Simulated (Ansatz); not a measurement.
## Hypothetical Fm-3m BeBr2: pressure series

The parent structure is BeBr2 (space group Fm-3m, No. 225; a = 6.393 Å; a hypothetical phase, not in the database extracts checked).

Cell and atoms are relaxed at each pressure.

All numbers come from PBEsol (Ansatz, a program for electronic structure; PAW; 420 eV plane waves; without spin-orbit coupling).

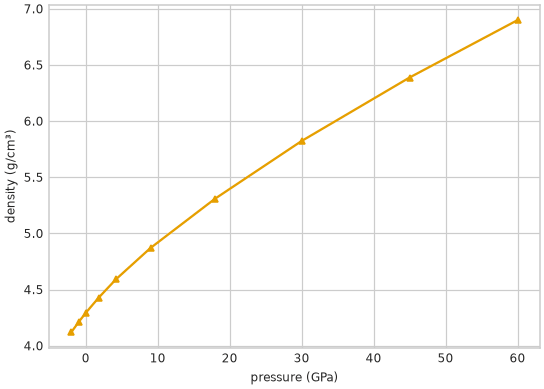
Figure: Density against pressure

Problem. From the plot, what is the density for pressure 9 GPa?

Solution. About 4.9 g/cm³.

Problem. Is the trend monotonic over the range shown?

Solution. Yes, it rises throughout, spanning 4.12 g/cm³ to 6.90 g/cm³.

The mesh was chosen for an insulator and is coarse for the gapless case. Load acts through the strain it causes; cell and atoms are relaxed under it. No phonon test of stability was made. No other phases were tried under pressure. All final runs are without spin polarisation.
